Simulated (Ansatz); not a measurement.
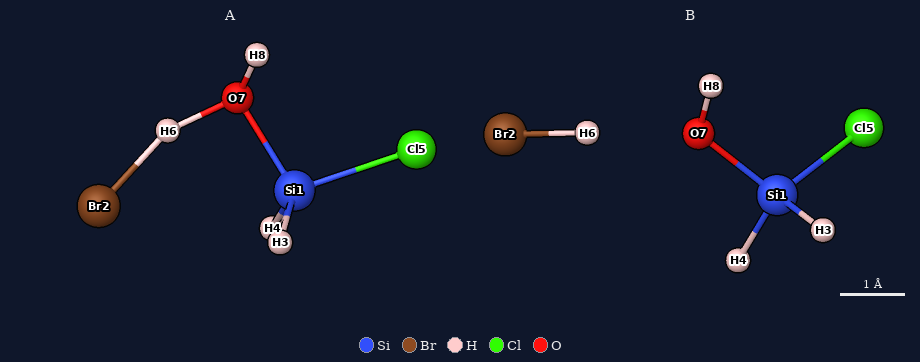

Two geometries of SiH4OBrCl (started from a transition state, displaced along its imaginary mode), drawn at one scale. One is the start of a relaxation, the other its converged end. The picture is a ball-and-stick view, seen at a tilt.

Method: Ansatz 0.2.0, RKS PBE0-D4/def2-TZVP. Set-up: force threshold 0.005 eV/Å; at most 200 steps.

Which geometry has the lower energy?

Structure B is the relaxed one. The largest move after the best rigid fit is that of Br2, 1.73 Å. By element the largest moves are Br 1.73 Å, H 1.33 Å, Cl 0.95 Å, O 0.79 Å, Si 0.43 Å. Among the contacts that change: Si1–Br2 3.110 → 4.494 Å, H6–O7 1.218 → 1.933 Å, Br2–O7 2.778 → 3.368 Å, Br2–H6 1.613 → 1.435 Å. Bonds break: H6–O7 (1.22 → 1.93 Å). Bond angles that change, for instance: Cl5–Si1–O7 102.9° → 110.8°, H3–Si1–H4 117.6° → 113.5°, H3–Si1–O7 108.4° → 111.0°. Over 35 accepted moves (38 points after the start) the energy falls by 12.2 kcal/mol. Largest force component: 1 eV/Å at the start, 0.0032 eV/Å at the end. The line search rejected the trial steps at points 19, 20, 31 of the run.
